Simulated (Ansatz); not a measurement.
# C2H3BFN: single points with varied inputs

Aim: run C2H3BFN under a spread of inputs, and see what each costs and gives.

Computed with Ansatz 0.2.0, Gaussian basis. Level: the settings change from run to run.

### 1 The geometry

The structure was relaxed beforehand with PBE0-D4 in a triple-zeta def2 set.

SMILES `FB1CC=N1`, 8 atoms, charge 0, spin multiplicity 1.

Atoms are counted from 1 here; the program's logs count them from 0.

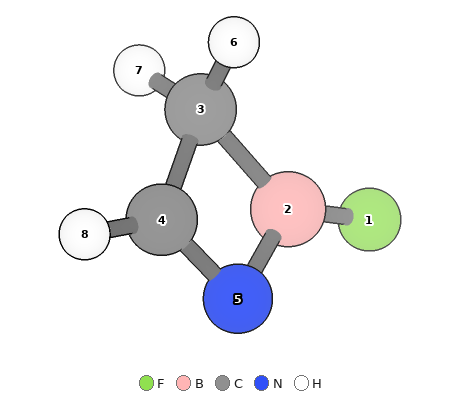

The geometry (fluorine green, boron pink, carbon grey, nitrogen blue, hydrogen white); atoms are numbered from 1 in the order of the file.

### 2 r2SCAN50/def2-mTZVPP

Set apart from the defaults: atoms shaken by 0.03 Å, D3(BJ) dispersion.

Contents of in.yaml:

```yaml
crystal:
  periodic: [false, false, false]
  atoms:
    - {symbol: F, position_ang: [-1.480069, 1.653358, -0.637644]}
    - {symbol: B, position_ang: [-0.685146, 0.636195, -0.368773]}
    - {symbol: C, position_ang: [0.519490, 0.314872, 0.502129]}
    - {symbol: C, position_ang: [0.078140, -0.941586, -0.246255]}
    - {symbol: N, position_ang: [-0.799443, -0.702970, -1.045986]}
    - {symbol: H, position_ang: [1.543637, 0.703371, 0.195220]}
    - {symbol: H, position_ang: [0.408734, 0.330174, 1.574251]}
    - {symbol: H, position_ang: [0.485955, -2.001220, -0.042289]}
basis:
  gaussian: {orbitals: def2-mTZVPP}
hamiltonian: {xc: {name: r2SCAN50}, dispersion: d3bj}
output: {forces: true}
```

On the command line:

```console
> ansatz run in.yaml --threads 2 --pin off --events-out ev --progress --plain --max-ram 4352MiB
```

What it wrote, cut to the lines that bear on the results:

```text
Warning: the engine holds no damping parameters fitted to this dispersion correction and functional, so the run takes those fitted to r2scan50 beside the three-body term, which d3bj leaves out (hamiltonian.dispersion, under Limitations)
Functional definition: r2SCAN50
  name "r2SCAN50"
  cite "Bursch, Neugebauer, Ehlert & Grimme, J. Chem. Phys. 156, 134105 (2022) doi:10.1063/5.0086040"
  cite "Furness, Kaplan, Ning, Perdew & Sun, J. Phys. Chem. Lett. 11, 8208 (2020) doi:10.1021/acs.jpclett.0c02405"
  cite "Furness, Kaplan, Ning, Perdew & Sun, J. Phys. Chem. Lett. 11, 9248 (2020) doi:10.1021/acs.jpclett.0c03077"
  parent r2scan
[...]
1093 factors; integrals over basis functions are off by at most 1.0e-3 eV
[...]
mean field -7003.43997228 eV, -257.3716718791 hartree, gradient 4.4e-5 eV, S^2 0.000000; 0 other end points of the search recorded, 0 dependent functions left out
[...]
reference -7003.43997809 eV, -257.3716720926 hartree; 18, 18 occupied and 102, 102 virtual orbitals, 1093 factors
Total energy: -7003.48281359 eV, -257.3732462684 hartree
Atom 0 at    -1.480069     1.653358    -0.637644 Å, force     0.533451    -0.481437     0.645630 eV/Å
Atom 1 at    -0.685146     0.636195    -0.368773 Å, force    -2.072051     1.057227    -2.600710 eV/Å
Atom 2 at     0.519490     0.314872     0.502129 Å, force     1.620781     0.199515    -0.358543 eV/Å
Atom 3 at     0.078140    -0.941586    -0.246255 Å, force     4.877153    -4.410236     3.982251 eV/Å
Atom 4 at    -0.799443    -0.702970    -1.045986 Å, force    -3.003716     2.759063    -1.903997 eV/Å
Atom 5 at     1.543637     0.703371     0.195220 Å, force    -1.596193    -0.577762     0.404028 eV/Å
Atom 6 at     0.408734     0.330174     1.574251 Å, force     0.075491    -0.127700     0.139899 eV/Å
Atom 7 at     0.485955    -2.001220    -0.042289 Å, force    -0.434918     1.581330    -0.308557 eV/Å
Dipole moment:     0.466176    -0.066681     0.434630 e Å
```

Run time: 3.2 s. Hardware: 2 threads of Arm Neoverse V2, shared host.

Largest force 7.687 eV/Å, dipole 3.08 D.

### 3 B97M-V/cc-pVTZ

Contents of in.yaml:

```yaml
crystal:
  periodic: [false, false, false]
  atoms:
    - {symbol: F, position_ang: [-1.468136, 1.708294, -0.632520]}
    - {symbol: B, position_ang: [-0.697584, 0.664284, -0.456280]}
    - {symbol: C, position_ang: [0.528228, 0.292128, 0.488459]}
    - {symbol: C, position_ang: [0.112896, -0.999113, -0.184974]}
    - {symbol: N, position_ang: [-0.808126, -0.685223, -1.034104]}
    - {symbol: H, position_ang: [1.521140, 0.642211, 0.200180]}
    - {symbol: H, position_ang: [0.427558, 0.337864, 1.574449]}
    - {symbol: H, position_ang: [0.476123, -2.017545, -0.011012]}
basis:
  gaussian: {orbitals: cc-pVTZ}
hamiltonian: {xc: {name: B97M-V}}
```

Same command.

What it wrote, cut to the lines that bear on the results:

```text
Functional definition: B97M-V
  name "B97M-V"
  cite "Mardirossian & Head-Gordon, J. Chem. Phys. 142, 074111 (2015) doi:10.1063/1.4907719"
  cite "Becke, J. Chem. Phys. 107, 8554 (1997) doi:10.1063/1.475007"
  cite "Vydrov & Van Voorhis, J. Chem. Phys. 133, 244103 (2010) doi:10.1063/1.3521275"
  # Of w^i u^j: cxij and so on, Table III.
[...]
  gx(w, u) = cx00 + cx01*u + cx02*u^2 + (cx10 + cx11*u)*w
  gss(w, u) = css00 + css02*u^2 + css10*w + (css32*w^3 + css42*w^4)*u^2
  gos(w, u) = cos00 + cos01*u + cos03*u^3 + cos10*w + cos32*w^3*u^2
[...]
      + integral(e_c_pw_mod_opposite_spin*gos(b97_w_opposite, b97_u_opposite)) + vv10(b, c)
1041 factors; their error is unknown
[...]
mean field -7008.36297897 eV, -257.5525890380 hartree, gradient 6.6e-5 eV, S^2 0.000000; 0 other end points of the search recorded, 0 dependent functions left out
reference -7008.36303149 eV, -257.5525909682 hartree; 18, 18 occupied and 174, 174 virtual orbitals, 1041 factors
Total energy: -7008.36303149 eV, -257.5525909682 hartree
```

It took 7 s on 2 threads of Arm Neoverse V2, shared host.

### 4 wB97/6-31G

in.yaml: that of step 3 with these lines changed.

```diff
@@ -12,3 +12,3 @@
 basis:
-  gaussian: {orbitals: cc-pVTZ}
-hamiltonian: {xc: {name: B97M-V}}
+  gaussian: {orbitals: 6-31G}
+hamiltonian: {xc: {name: wB97}}
```

Launched as before.

What it wrote, cut to the lines that bear on the results:

```text
Functional definition: wB97
  name "wB97"
  cite "Chai & Head-Gordon, J. Chem. Phys. 128, 084106 (2008) doi:10.1063/1.2834918"
  cite "Becke, J. Chem. Phys. 107, 8554 (1997) doi:10.1063/1.475007"
[...]
  # The coefficients of nought are those of the uniform gas.
[...]
      + integral(e_c_pw_opposite_spin*poly(b97_u_opposite, 1, cos1, cos2, cos3, cos4))
683 factors; integrals over basis functions are off by at most 2.0e-4 eV
275 factors; integrals over basis functions are off by at most 1.2e-5 eV
[...]
mean field -7002.87088561 eV, -257.3507583299 hartree, gradient 1.7e-5 eV, S^2 0.000000; 0 other end points of the search recorded, 0 dependent functions left out
reference -7002.87088005 eV, -257.3507581254 hartree; 18, 18 occupied and 33, 33 virtual orbitals, 683 factors
Total energy: -7002.87088005 eV, -257.3507581254 hartree
```

Run time: 1.6 s. Hardware: 2 threads of Arm Neoverse V2, shared host.

### 5 PBE0/ANO-RCC-VTZP

This run has D3(BJ) with three-body dispersion.

in.yaml: that of step 4 with these lines changed.

```diff
@@ -12,3 +12,3 @@
 basis:
-  gaussian: {orbitals: 6-31G}
-hamiltonian: {xc: {name: wB97}}
+  gaussian: {orbitals: ANO-RCC-VTZP}
+hamiltonian: {xc: {name: PBE0}, dispersion: d3bjatm}
```

The command is unchanged.

What it wrote:

```text
Functional definition: PBE0
  name "PBE0"
  cite "Adamo & Barone, J. Chem. Phys. 110, 6158 (1999) doi:10.1063/1.478522"
  cite "Perdew, Burke & Ernzerhof, Phys. Rev. Lett. 77, 3865 (1996) doi:10.1103/PhysRevLett.77.3865"
  parent pbe
  parameter a = 0.25
  parameter kappa = 0.804
  parameter beta = 0.06672455060314922
  exchange = (1 - a)*pbe_x(kappa = kappa, mu = beta*pi^2/3) + a*exact_x
  correlation = pbe_c(beta = beta)
1329 factors; their error is unknown
mean field evaluation 1: about -6999.5347 eV, gradient 5.7e1 eV
mean field evaluation 2: about -6996.7922 eV, gradient 6.6e1 eV
mean field evaluation 4: about -7006.0640 eV, gradient 3.9e0 eV
mean field evaluation 8: about -7006.0951 eV, gradient 3.4e-2 eV
mean field evaluation 16: about -7006.0948 eV, gradient 3.2e-5 eV
mean field -7006.09484937 eV, -257.4692368125 hartree, gradient 3.2e-5 eV, S^2 0.000000; 0 other end points of the search recorded, 0 dependent functions left out
reference -7006.09489168 eV, -257.4692383675 hartree; 18, 18 occupied and 174, 174 virtual orbitals, 1329 factors
Total energy: -7006.20638370 eV, -257.4733356236 hartree
Relativity: scalar
```

Run time: 3.9 s. Hardware: 2 threads of Arm Neoverse V2, shared host.

### 6 RPBE/def2-SVP

Options: unrestricted orbitals, D3(BJ) dispersion.

in.yaml: that of step 5 with these lines changed.

```diff
@@ -12,3 +12,4 @@
 basis:
-  gaussian: {orbitals: ANO-RCC-VTZP}
-hamiltonian: {xc: {name: PBE0}, dispersion: d3bjatm}
+  gaussian: {orbitals: def2-SVP}
+magnetization: {spin_polarized: true, initial_magnetization: 0}
+hamiltonian: {xc: {name: RPBE}, dispersion: d3bj}
```

Launched as before.

What it wrote:

```text
Functional definition: RPBE
  name "RPBE"
  cite "Hammer, Hansen & Nørskov, Phys. Rev. B 59, 7413 (1999) doi:10.1103/PhysRevB.59.7413"
  cite "Perdew, Burke & Ernzerhof, Phys. Rev. Lett. 77, 3865 (1996) doi:10.1103/PhysRevLett.77.3865"
  parameter kappa = 0.804
  parameter beta = 0.06672455060314922
  exchange = rpbe_x(kappa = kappa, mu = beta*pi^2/3)
  correlation = pbe_c(beta = beta)
964 factors; their error is unknown
mean field evaluation 1: about -6993.4296 eV, gradient 4.1e1 eV
mean field evaluation 2: about -6982.3982 eV, gradient 6.2e1 eV
mean field evaluation 4: about -7001.2931 eV, gradient 4.0e0 eV
mean field evaluation 8: about -7001.3051 eV, gradient 2.1e-1 eV
mean field evaluation 16: about -7001.3053 eV, gradient 5.0e-5 eV
mean field -7001.30529623 eV, -257.2932239813 hartree, gradient 5.0e-5 eV, S^2 0.000000; 0 other end points of the search recorded, 0 dependent functions left out
reference -7001.30532540 eV, -257.2932250533 hartree; 18, 18 occupied and 67, 67 virtual orbitals, 964 factors
Total energy: -7002.06262029 eV, -257.3210551273 hartree
```

It took 1.3 s on 2 threads of Arm Neoverse V2, shared host.

⟨S²⟩ 0.000.

### 7 r2SCAN0/aug-cc-pVDZ

This run has atoms shaken by 0.03 Å, density fitting with cc-pVTZ-jkfit, relativity set to none, high accuracy.

Contents of in.yaml:

```yaml
crystal:
  periodic: [false, false, false]
  atoms:
    - {symbol: F, position_ang: [-1.450988, 1.693144, -0.643922]}
    - {symbol: B, position_ang: [-0.708577, 0.629209, -0.489246]}
    - {symbol: C, position_ang: [0.573047, 0.262851, 0.506357]}
    - {symbol: C, position_ang: [0.120000, -1.026661, -0.227688]}
    - {symbol: N, position_ang: [-0.835445, -0.660985, -1.050885]}
    - {symbol: H, position_ang: [1.603983, 0.651756, 0.170017]}
    - {symbol: H, position_ang: [0.417235, 0.340534, 1.604736]}
    - {symbol: H, position_ang: [0.509469, -2.057886, 0.022628]}
basis:
  gaussian: {orbitals: aug-cc-pVDZ, fitting: {mean_field: cc-pVTZ-jkfit}}
hamiltonian: {xc: {name: r2SCAN0}, pseudopotentials: {relativity: none}}
accuracy: high
```

Same command.

What it wrote, cut to the lines that bear on the results:

```text
Functional definition: r2SCAN0
  name "r2SCAN0"
  cite "Bursch, Neugebauer, Ehlert & Grimme, J. Chem. Phys. 156, 134105 (2022) doi:10.1063/5.0086040"
  cite "Furness, Kaplan, Ning, Perdew & Sun, J. Phys. Chem. Lett. 11, 8208 (2020) doi:10.1021/acs.jpclett.0c02405"
  cite "Furness, Kaplan, Ning, Perdew & Sun, J. Phys. Chem. Lett. 11, 9248 (2020) doi:10.1021/acs.jpclett.0c03077"
  parent r2scan
[...]
485 factors; integrals over basis functions are off by at most 2.1e-1 eV
[...]
mean field -7002.62207513 eV, -257.3416147134 hartree, gradient 2.6e-8 eV, S^2 0.000000; 0 other end points of the search recorded, 0 dependent functions left out
reference -7002.62207753 eV, -257.3416148015 hartree; 18, 18 occupied and 124, 124 virtual orbitals, 485 factors
Total energy: -7002.62207753 eV, -257.3416148015 hartree
```

Wall time 7 s (2 threads of Arm Neoverse V2, shared host).

### 8 SPW92/6-31++G**

This run has multiplicity 3, restricted open-shell orbitals, a grid of angular degree 23, relativity set to scalar, high accuracy.

Contents of in.yaml:

```yaml
crystal:
  periodic: [false, false, false]
  atoms:
    - {symbol: F, position_ang: [-1.468136, 1.708294, -0.632520]}
    - {symbol: B, position_ang: [-0.697584, 0.664284, -0.456280]}
    - {symbol: C, position_ang: [0.528228, 0.292128, 0.488459]}
    - {symbol: C, position_ang: [0.112896, -0.999113, -0.184974]}
    - {symbol: N, position_ang: [-0.808126, -0.685223, -1.034104]}
    - {symbol: H, position_ang: [1.521140, 0.642211, 0.200180]}
    - {symbol: H, position_ang: [0.427558, 0.337864, 1.574449]}
    - {symbol: H, position_ang: [0.476123, -2.017545, -0.011012]}
basis:
  gaussian: {orbitals: "6-31++G**", final_grid: {core_spheres: 8, valence_spheres: 7, degree: 23}}
magnetization: {spin_polarized: false, initial_magnetization: 2}
hamiltonian: {xc: {name: SPW92}, pseudopotentials: {relativity: scalar}}
accuracy: high
output: {forces: true}
```

The command is unchanged.

What it wrote, cut to the lines that bear on the results:

```text
Functional definition: SPW92
  name "SPW92"
  cite "Dirac, Proc. Camb. Phil. Soc. 26, 376 (1930) doi:10.1017/S0305004100016108"
  cite "Slater, Phys. Rev. 81, 385 (1951) doi:10.1103/PhysRev.81.385"
  cite "Perdew & Wang, Phys. Rev. B 45, 13244 (1992) doi:10.1103/PhysRevB.45.13244"
[...]
2393 factors; integrals over basis functions are off by at most 3.3e-9 eV
[...]
mean field -6950.47269954 eV, -255.4251605083 hartree, gradient 1.4e-8 eV, S^2 2.000000; 6 other end points of the search recorded, 0 dependent functions left out
[...]
reference -6950.47270490 eV, -255.4251607055 hartree; 19, 17 occupied and 94, 96 virtual orbitals, 2393 factors
Total energy: -6950.47270490 eV, -255.4251607055 hartree
Relativity: scalar
Atom 0 at    -1.468136     1.708294    -0.632520 Å, force    -0.343104     0.497573    -0.226490 eV/Å
Atom 1 at    -0.697584     0.664284    -0.456280 Å, force    -1.110368     1.439549    -0.544957 eV/Å
Atom 2 at     0.528228     0.292128     0.488459 Å, force    -1.096940    -0.081384    -1.377319 eV/Å
Atom 3 at     0.112896    -0.999113    -0.184974 Å, force     3.595930    -4.922924     2.100682 eV/Å
Atom 4 at    -0.808126    -0.685223    -1.034104 Å, force    -1.035737     3.324476    -0.031880 eV/Å
Atom 5 at     1.521140     0.642211     0.200180 Å, force     0.300470     0.110113    -0.472176 eV/Å
Atom 6 at     0.427558     0.337864     1.574449 Å, force    -0.556317    -0.182524     0.358154 eV/Å
Atom 7 at     0.476123    -2.017545    -0.011012 Å, force     0.246066    -0.184880     0.193987 eV/Å
Dipole moment:     0.316471    -0.104816     0.270737 e Å
```

It took 4.6 s on 2 threads of Arm Neoverse V2, shared host.

Largest force 6.448 eV/Å, dipole 2.06 D.

### 9 BHLYP/STO-3G

This run has multiplicity 3, atoms shaken by 0.03 Å.

Contents of in.yaml:

```yaml
crystal:
  periodic: [false, false, false]
  atoms:
    - {symbol: F, position_ang: [-1.487988, 1.693785, -0.626806]}
    - {symbol: B, position_ang: [-0.646634, 0.659551, -0.415241]}
    - {symbol: C, position_ang: [0.550039, 0.275171, 0.500045]}
    - {symbol: C, position_ang: [0.118475, -0.980630, -0.247236]}
    - {symbol: N, position_ang: [-0.840896, -0.699874, -1.057811]}
    - {symbol: H, position_ang: [1.523387, 0.611709, 0.232072]}
    - {symbol: H, position_ang: [0.374410, 0.255622, 1.600893]}
    - {symbol: H, position_ang: [0.502563, -2.019833, -0.007824]}
basis:
  gaussian: {orbitals: STO-3G}
magnetization: {spin_polarized: true, initial_magnetization: 2}
hamiltonian: {xc: {name: BHLYP}}
output: {forces: true}
```

Launched as before.

What it wrote, cut to the lines that bear on the results:

```text
Functional definition: BHLYP
  name "BHLYP"
  cite "Becke, J. Chem. Phys. 98, 1372 (1993) doi:10.1063/1.464304"
  cite "Becke, Phys. Rev. A 38, 3098 (1988) doi:10.1103/PhysRevA.38.3098"
  cite "Lee, Yang & Parr, Phys. Rev. B 37, 785 (1988) doi:10.1103/PhysRevB.37.785"
[...]
392 factors; integrals over basis functions are off by at most 7.6e-5 eV
[...]
mean field -6905.72929756 eV, -253.7808708140 hartree, gradient 4.8e-5 eV, S^2 2.008289; 2 other end points of the search recorded, 0 dependent functions left out
[...]
reference -6905.72940031 eV, -253.7808745897 hartree; 19, 17 occupied and 9, 11 virtual orbitals, 392 factors
Total energy: -6905.72940031 eV, -253.7808745897 hartree
Atom 0 at    -1.487988     1.693785    -0.626806 Å, force     2.018971    -1.949425     0.516234 eV/Å
Atom 1 at    -0.646634     0.659551    -0.415241 Å, force    -5.412919     4.522306    -2.216738 eV/Å
Atom 2 at     0.550039     0.275171     0.500045 Å, force    -2.267990    -0.500770    -0.376904 eV/Å
Atom 3 at     0.118475    -0.980630    -0.247236 Å, force     9.864839   -10.208368     6.385715 eV/Å
Atom 4 at    -0.840896    -0.699874    -1.057811 Å, force    -4.665661     6.072536    -2.778087 eV/Å
Atom 5 at     1.523387     0.611709     0.232072 Å, force     1.088096     0.497851    -0.176102 eV/Å
Atom 6 at     0.374410     0.255622     1.600893 Å, force     0.080622     0.009792    -1.013129 eV/Å
Atom 7 at     0.502563    -2.019833    -0.007824 Å, force    -0.705959     1.556077    -0.340990 eV/Å
Dipole moment:     0.075768     0.073788     0.135514 e Å
```

It took 1.1 s on 2 threads of Arm Neoverse V2, shared host.

Largest force 15.566 eV/Å, dipole 0.83 D, ⟨S²⟩ 2.008.

### 10 PBE0-DH/aug-pcseg-2

Set apart from the defaults: atoms shaken by 0.03 Å.

Contents of in.yaml:

```yaml
crystal:
  periodic: [false, false, false]
  atoms:
    - {symbol: F, position_ang: [-1.529320, 1.711212, -0.625476]}
    - {symbol: B, position_ang: [-0.706032, 0.613569, -0.473852]}
    - {symbol: C, position_ang: [0.517012, 0.307049, 0.484166]}
    - {symbol: C, position_ang: [0.162721, -0.972207, -0.163789]}
    - {symbol: N, position_ang: [-0.825810, -0.706538, -1.040485]}
    - {symbol: H, position_ang: [1.566423, 0.666927, 0.155423]}
    - {symbol: H, position_ang: [0.445627, 0.340743, 1.594949]}
    - {symbol: H, position_ang: [0.504563, -2.053799, 0.043003]}
basis:
  gaussian: {orbitals: aug-pcseg-2}
hamiltonian: {xc: {name: PBE0-DH}}
output: {forces: true}
```

The command is unchanged.

What it wrote, cut to the lines that bear on the results:

```text
Functional definition: PBE0-DH
  name "PBE0-DH"
  cite "Brémond & Adamo, J. Chem. Phys. 135, 024106 (2011) doi:10.1063/1.3604569"
  cite "Perdew, Burke & Ernzerhof, Phys. Rev. Lett. 77, 3865 (1996) doi:10.1103/PhysRevLett.77.3865"
[...]
1880 factors; integrals over basis functions are off by at most 1.2e-3 eV
[...]
mean field -6997.56389579 eV, -257.1557300511 hartree, gradient 5.8e-6 eV, S^2 0.000000; 0 other end points of the search recorded, 0 dependent functions left out
5 core orbitals not correlated: weight in the atoms' cores, before any rotation towards them, 1.000 or more for the frozen orbitals, at most 0.000 for the correlated occupied ones
reference -6997.56392564 eV, -257.1557311480 hartree; 13, 13 occupied and 281, 281 virtual orbitals, 1880 factors
second order -28.35644480 eV of doubles, -0.00000000 eV of singles
[...]
Total energy: -7001.10848124 eV, -257.2859911637 hartree
Atom 0 at    -1.529320     1.711212    -0.625476 Å, force     1.553183    -2.138393     0.224911 eV/Å
Atom 1 at    -0.706032     0.613569    -0.473852 Å, force    -1.793142     2.767566     0.012272 eV/Å
Atom 2 at     0.517012     0.307049     0.484166 Å, force     2.098988     0.860161     0.203018 eV/Å
Atom 3 at     0.162721    -0.972207    -0.163789 Å, force    -2.020471    -2.282704    -1.461831 eV/Å
Atom 4 at    -0.825810    -0.706538    -1.040485 Å, force     2.292102    -0.583254     1.635676 eV/Å
Atom 5 at     1.566423     0.666927     0.155423 Å, force    -1.790313    -0.445401     0.626071 eV/Å
Atom 6 at     0.445627     0.340743     1.594949 Å, force     0.016215     0.035415    -0.917657 eV/Å
Atom 7 at     0.504563    -2.053799     0.043003 Å, force    -0.356561     1.786610    -0.322461 eV/Å
Dipole moment:     0.556399    -0.185789     0.417670 e Å
```

Wall time 32 s (2 threads of Arm Neoverse V2, shared host); peak memory 1.2 GiB.

Largest force 3.381 eV/Å, dipole 3.46 D.

### 11 All runs side by side

```
               level  charge  multiplicity  geometry  functions  energy (eV)   time
r2SCAN50/def2-mTZVPP       0             1    shaken        120    -7003.483  3.2 s
      B97M-V/cc-pVTZ       0             1   relaxed        192    -7008.363    7 s
          wB97/6-31G       0             1   relaxed         51    -7002.871  1.6 s
   PBE0/ANO-RCC-VTZP       0             1   relaxed        192    -7006.206  3.9 s
       RPBE/def2-SVP       0             1   relaxed         85    -7002.063  1.3 s
 r2SCAN0/aug-cc-pVDZ       0             1    shaken        142    -7002.622    7 s
     SPW92/6-31++G**       0             3   relaxed        113    -6950.473  4.6 s
        BHLYP/STO-3G       0             3    shaken         28    -6905.729  1.1 s
 PBE0-DH/aug-pcseg-2       0             1    shaken        299    -7001.108   32 s
```

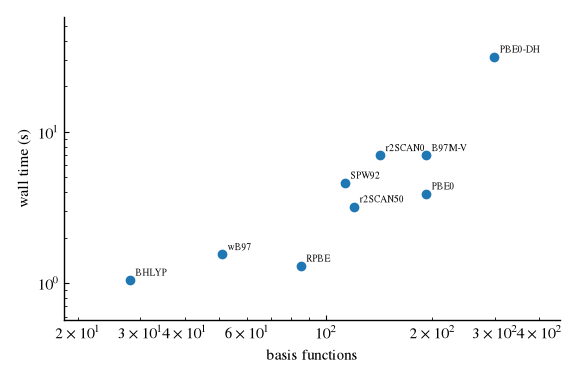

Wall time against the number of basis functions (shared host).

### 12 Results

```
                                         quantity                      value
                                             runs                          9
                                         quickest        BHLYP/STO-3G, 1.1 s
                                          slowest  PBE0-DH/aug-pcseg-2, 32 s
spread of total energies, same state and geometry                     6.3 eV
```

What this shows: Run time spans a factor of 30, from BHLYP/STO-3G to PBE0-DH/aug-pcseg-2. The jobs differ in tasks and options as well as level. The totals spread over 6 eV; they can't be compared across methods or bases.
